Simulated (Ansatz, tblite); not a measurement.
# Ligand exchange: CHBrF2 + CH3I → C2H4F2 + IBr

Species: CHBrF2 (bromodifluoromethane) `FC(F)Br`, singlet; CH3I (methyl iodide) `CI`, singlet; C2H4F2 (1,1-difluoroethane) `CC(F)F`, singlet; IBr (iodine monobromide), singlet. The partners trade Br for CH3: C–Br and I–CH3 bonds give way to C–CH3 and I–Br.

Shapes, held fixed at every level: PBE0-D4/def2-TZVP. Programs: Ansatz 0.2.0, tblite 0.8.0. The zero-point and thermal change to 298 K, harmonic and unscaled (PBE0-D4/def2-TZVP), is +4.4 kJ/mol.

**What was measured.** Tabulated heats of formation (Active Thermochemical Tables): CHBrF2 -424.2; CH3I +15.0; C2H4F2 -500.5; IBr +40.8 kJ/mol, which give ΔH(298 K) = -50.5 kJ/mol.

| level | kind | ΔH (kJ/mol) | computed − measured |
| --- | --- | --- | --- |
| GFN1-xTB | semi-empirical | -82.9 | -32.5 |
| HF/def2-SVP | Hartree–Fock | -68.1 | -17.7 |
| HF/def2-TZVPP | Hartree–Fock | -59.0 | -8.5 |
| SPW92/def2-TZVPP | LDA | -41.1 | +9.4 |
| PBE-D4/def2-TZVPP | GGA | -40.9 | +9.5 |
| wB97M-V/def2-TZVPP | range-separated hybrid | -46.4 | +4.0 |
| MP2/def2-TZVPP | perturbation theory | -29.6 | +20.8 |
| CCSD/def2-TZVPP | coupled cluster or CI | -41.1 | +9.4 |
| CCSD(T)/def2-TZVPP | coupled cluster or CI | -36.7 | +13.7 |

Nearest: wB97M-V/def2-TZVPP (+4.0); farthest: GFN1-xTB (-32.5). 5 of 9 levels lie within 10 kJ/mol. For atoms past krypton def2 sets carry core potentials with scalar relativity. Relativity is left out for Br. Outer-core shells of Br, I are correlated in most correlated rows, in sets that cover them unevenly.

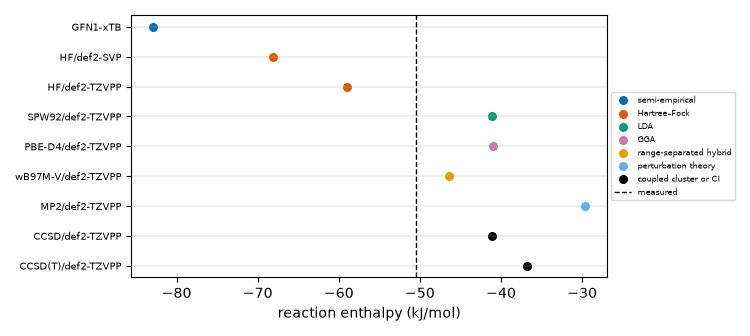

The values of the table, level by level.
